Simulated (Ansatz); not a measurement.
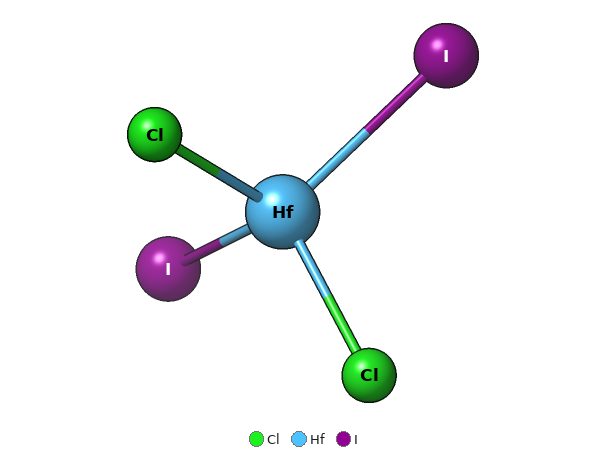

A molecule with one transition-metal atom. Charge 0, singlet. The computed structure is the end point of a PBE-D4/def2-SVP optimisation. No frequency run is at hand to confirm it as a minimum.

**What is the coordination number of the metal, and which atoms bind to it?**

Hf binds 4 atoms: 2 Cl at 2.33 Å, 2 I at 2.70 Å. The arrangement is tetrahedral.

**Give the formal oxidation state and the d-electron count.**

Hf(IV), d⁰, counting the ligands as closed-shell ions or neutral donors.
